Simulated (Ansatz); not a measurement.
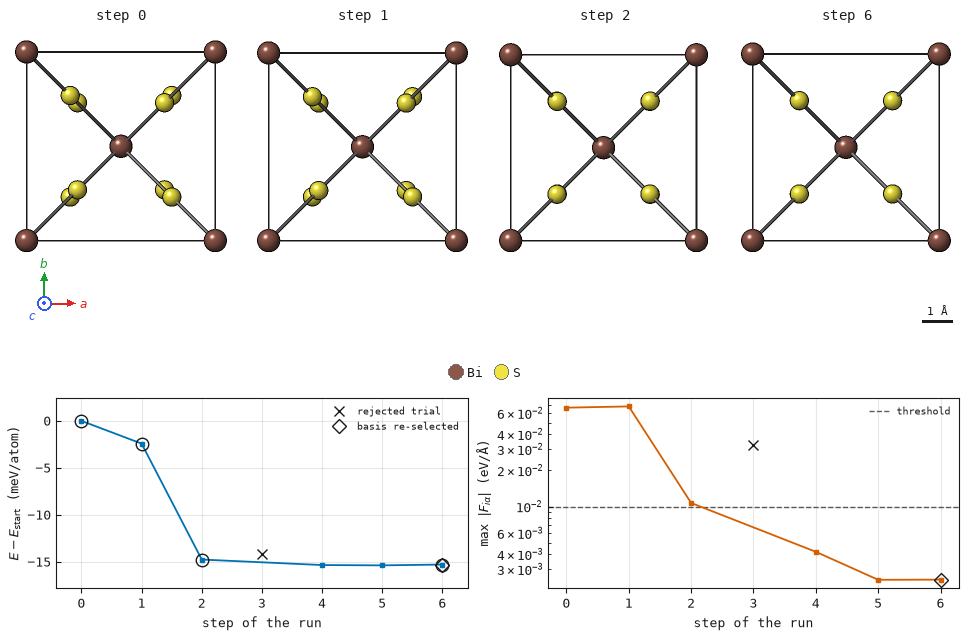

Frames of a relaxation of a crystal of BiS4 (a generated structure, set up in I-43m), marked on the history of the run. A ball-and-stick model of the conventional cell (2 times the calculation's cell), seen along the c axis. Lengths and directions refer to the drawn axes.

These are results of DFT PBE, scalar-relativistic, plane waves, PAW (Ansatz 0.2.0), not measurements.

Input file:
```yaml
crystal:
  lattice:
    - [-3.2222725598, 3.2222725598, 3.2222725598]
    - [3.2222725598, -3.2222725598, 3.2222725598]
    - [3.2222725598, 3.2222725598, -3.2222725598]
  atoms:
    - { symbol: Bi, position: [0.0, 0.0, 0.0] }
    - { symbol: S, position: [0.0, 0.0, 0.5384820652] }
    - { symbol: S, position: [0.5384820652, 0.0, 0.0] }
    - { symbol: S, position: [0.0, 0.5384820652, 0.0] }
    - { symbol: S, position: [0.4615179348, 0.4615179348, 0.4615179348] }
basis:
  ecutwfc: 420
kpoints:
  mp_grid: { grid: [8, 8, 8] }
hamiltonian:
  xc: pbe
scf:
  occupations: { method: gaussian, width: 0.1 }
output:
  forces: true
  stress: true
  eigenvalues: true
relax:
  adjacent_minimum: "off"
  f_tol: 0.01
  max_steps: 80
  cell: { stress_tol: 0.05 }
```

Run as
```bash
ansatz run input.yaml --threads 1 --pin off --max-ram 2560MiB --backend cpu --events-out ev --progress --plain --runs-dir out
```

What happens along the run?

Answer. The largest moves relative to the cell, 0.21 Å, are those of S2, S3, S4 and S5. S5 goes along [1 1 1]. Bi stays in place. Cell: a = b = c 6.445 → 6.375 Å (−1.1 %). Volume −3.2 %. Among the contacts that change: Bi1–S2 3.005 → 2.762 Å, Bi1–S2 (another image) 2.576 → 2.758 Å. The space group (tolerance 0.01 Å) goes from I-43m (No. 217) to Im-3m (No. 229). Over 4 accepted moves (6 points after the start) the energy falls by 15.3 meV per atom. Largest force component: 0.067 eV/Å at the start, 0.0025 eV/Å at the end. The pressure goes from −0.11 to 0.00 GPa. The line search rejected the trial step at point 3 of the run. The SCF was repeated once at an unchanged geometry on a basis and grid sized afresh for the cell, which shifted the energy by 0.1 meV per atom at most. Cost: 70 s on 1 thread of Arm Neoverse V1 (shared host), peak memory 0.39 GiB. From step 0 to 1: S atoms move most (0.03 Å), volume −1.5 %, energy −2.4 meV per atom. From step 1 to 2: S atoms move most (0.19 Å), volume −2.9 %, energy −12.3 meV per atom. From step 2 to 6: volume +1.2 %, energy −0.5 meV per atom.

```
step  E − E(0), meV/atom  largest force component, eV/Å  pressure, GPa  volume, Å³/atom                      note
   0                0.00                         0.0667          -0.11           26.766                          
   1               -2.42                         0.0683           0.23           26.353                          
   2              -14.76                         0.0107           0.61           25.590                          
   3              -14.20                         0.0325          -0.47           26.174                  rejected
   4              -15.34                         0.0042          -0.11           25.960                          
   5              -15.37                         0.0025           0.00           25.902                          
   6              -15.29                         0.0025           0.00           25.902  same geometry, new basis
```
